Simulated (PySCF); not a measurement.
```
atom    x (Å)    y (Å)    z (Å)
   C  -0.3129  -0.3394  -1.3494
   O  -1.2108   0.6514  -1.2648
  Si  -1.1397   1.8837  -0.1031
   N  -0.0835  -1.3078  -0.4099
  Si   1.4036  -1.3523   0.5268
   H  -1.4050   1.3256   1.2554
   H  -2.2020   2.8528  -0.4780
   H   0.2107   2.5174  -0.1264
   H  -0.6633  -2.1499  -0.4576
   H   1.2491  -2.4542   1.5231
   H   1.5811  -0.0385   1.2128
   H   2.6109  -1.6162  -0.3127
```

Geometry: PBE0-D3(BJ)/def2-SVP.

Method: UKS B3LYP, IGLO-III on C N O Si, pcH-1 on H, non-relativistic, mean-field spin-orbit, GIAO (PySCF 2.14.0, density-fitted response routines).

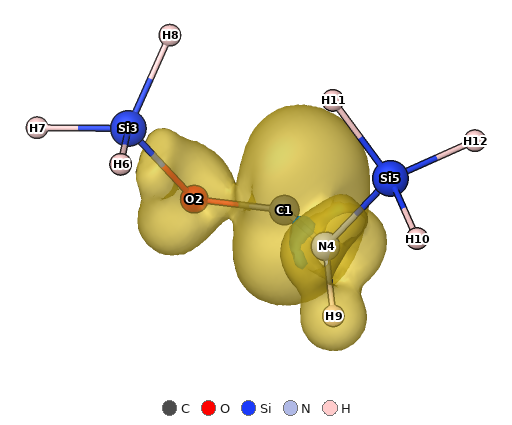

CH7NOSi2 (SMILES [SiH3]N[C]O[SiH3]) (triplet). Isosurfaces of the spin density (α minus β) at +0.03 (yellow) and −0.03 e/Å³ (cyan), seen at a tilt.

Describe the spin distribution.

The unpaired spin (2 electrons) lies mostly on C1 (about 1.3), O2 (about 0.2), N4 (about 0.2) and Si5 (about 0.1), in electrons by Hirshfeld's partition.
